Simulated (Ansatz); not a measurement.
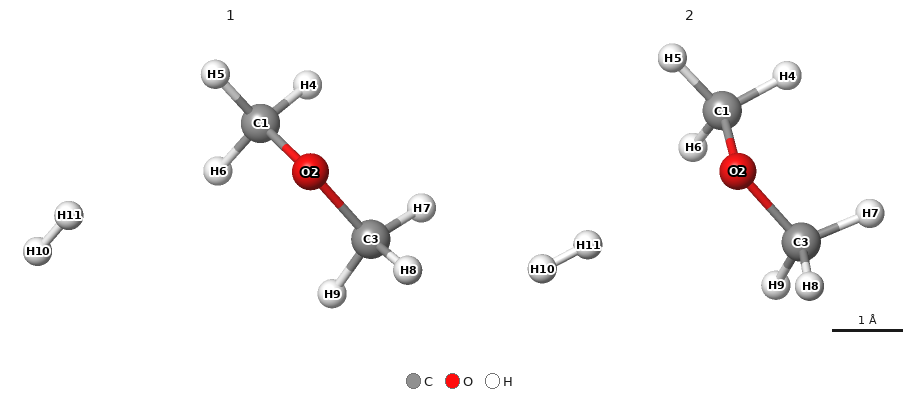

Two geometries of C2H8O, drawn at one scale. One is the start of a relaxation, the other its converged end. A ball-and-stick model, seen from a free direction.

The calculation used RKS PBE0/6-31G* (Ansatz). Settings: no spin polarisation; force threshold 0.02 eV/Å; at most 40 steps.

**Which of the two is the end point?**

Structure 2 is the relaxed one. The run prepares the start of a later molecular dynamics calculation, from a guessed geometry. The energy falls by 1.78 kcal/mol in 16 accepted moves (19 points after the start). The largest force component goes from 0.85 to 0.012 eV/Å. The line search rejected the trial steps at points 3, 9, 16 of the run. The forces were under the threshold at step 14, but the run went on from there. The largest move after the best rigid fit is that of H11, 0.96 Å. By element the largest moves are H 0.96 Å, O 0.47 Å, C 0.42 Å. Near-neighbour distances that change, for instance: H10–H11 0.779 → 0.746 Å, C1–H4 1.097 → 1.102 Å, C1–H5 1.088 → 1.093 Å. The run took 27 s on 1 thread of Arm Neoverse V2 (shared host), peak memory 0.11 GiB.

Limits of the set-up: the start holds two separate molecules, 3.0 Å apart at their closest, whose relative position is a soft coordinate and is computed without a dispersion correction.
